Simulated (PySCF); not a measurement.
# UMP2/6-311G(d,p) run of GeH2SCl (SMILES [SH][GeH][Cl])

What is the vertical ionisation energy of GeH2SCl at UMP2/6-311G**? The job is set up through a Python script.

Program for the calculation: PySCF 2.14.0.

## Step 1: The structure to begin with

GeH2SCl: 5 atoms, total charge 0, spin state doublet. As SMILES, `[SH][GeH][Cl]`. The shape is that of a PBE0-D4/def2-TZVP optimisation. This is one conformer, not always the lowest.

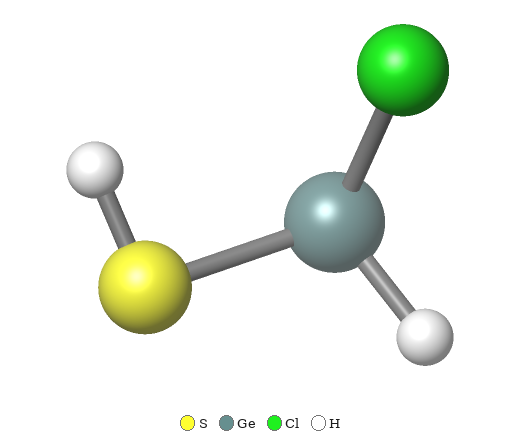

The structure, seen from a chosen angle (sulfur yellow, germanium teal, chlorine green, hydrogen white).

## Step 2: The energy at UMP2/6-311G(d,p)

The input, input.py:

```python
from pyscf import gto, scf, mp

mol = gto.M(
    atom=[
    ('S', (-1.509900, 0.445000, 0.252900)),
    ('Ge', (0.454500, -0.577100, 0.354000)),
    ('Cl', (1.716800, 0.052900, -1.291100)),
    ('H', (-1.733000, 0.086400, -1.022600)),
    ('H', (1.121500, -0.080700, 1.665200)),
],
    verbose=3,
    basis='6-311g**',
    spin=1,
    charge=0,
    max_memory=1860,
)

mf = scf.UHF(mol)
mf.conv_tol = 1e-10
mf.kernel()
if not mf.converged:
    mf = mf.newton().run(mf.mo_coeff, mf.mo_occ)

pt = mp.MP2(mf, frozen=19).run()
e_tot = pt.e_tot
print('E = %.10f Eh' % e_tot)
```

The run is started by

```console
$ OMP_NUM_THREADS=1 python input.py
```

Log:

```text
converged SCF energy = -2933.57427211691  <S^2> = 0.75779095  2S+1 = 2.0077758
E(UMP2) = -2934.07248989681  E_corr = -0.498217779900483
E(SCS-UMP2) = -2934.0494337152  E_corr = -0.475161598290578
E = -2934.0724898968 Eh
```

It took 6.3 s on 1 thread of Arm Neoverse V1, shared host; peak memory 0.32 GiB.

## Step 3: The singlet cation

The input, job.py:

```python
from pyscf import gto, scf, mp

mol = gto.Mole()
mol.atom = '''
S       -1.509900       0.445000       0.252900
Ge       0.454500      -0.577100       0.354000
Cl       1.716800       0.052900      -1.291100
H       -1.733000       0.086400      -1.022600
H        1.121500      -0.080700       1.665200
'''
mol.spin = 0
mol.charge = 1
mol.basis = '6-311g**'
mol.max_memory = 1860
mol.verbose = 3
mol.build()

calc0 = scf.RHF(mol)
calc0.conv_tol = 1e-10
calc0.kernel()
if not calc0.converged:
    calc0 = calc0.newton().run(calc0.mo_coeff, calc0.mo_occ)

pt = mp.MP2(calc0, frozen=19).run()
energy = pt.e_tot
print('E = %.10f Eh' % energy)
```

The run is started by

```console
$ OMP_NUM_THREADS=1 python job.py
```

Log:

```text
converged SCF energy = -2933.25665138098
E(RMP2) = -2933.76235888238  E_corr = -0.505707501393508
E(SCS-RMP2) = -2933.74123672516  E_corr = -0.484585344175317
E = -2933.7623588824 Eh
```

It took 3.6 s on 1 thread of Arm Neoverse V1, shared host; peak memory 0.3 GiB.

## Step 4: Summary of results

At UMP2/6-311G**, 19 core orbitals frozen:

| quantity | value |
| --- | --- |
| doublet GeH2SCl: total energy | -2934.07249 Eh |
| doublet GeH2SCl: dipole moment (Hartree–Fock density) | 1.76 D |
| doublet GeH2SCl: HOMO energy (Hartree–Fock orbitals) (highest over α and β) | -9.45 eV |
| doublet GeH2SCl: LUMO energy (Hartree–Fock orbitals) (lowest over α and β) | 0.00 eV |
| doublet GeH2SCl: correlation energy (19 core orbitals frozen) | -498.2 mEh |
| doublet GeH2SCl: ⟨S²⟩ of the reference determinant | 0.758 |
| singlet cation: total energy | -2933.76236 Eh |
| singlet cation: HOMO energy (Hartree–Fock orbitals) | -16.62 eV |
| singlet cation: LUMO energy (Hartree–Fock orbitals) | -7.69 eV |
| singlet cation: HOMO–LUMO gap (Hartree–Fock orbitals) | 8.92 eV |
| singlet cation: correlation energy (19 core orbitals frozen) | -505.7 mEh |
| vertical ionisation energy (to the singlet cation) | 8.439 eV |

Removing an electron at fixed nuclei costs 8.44 eV (814 kJ/mol). Only the singlet of the ionised species was computed; a triplet could lie lower.
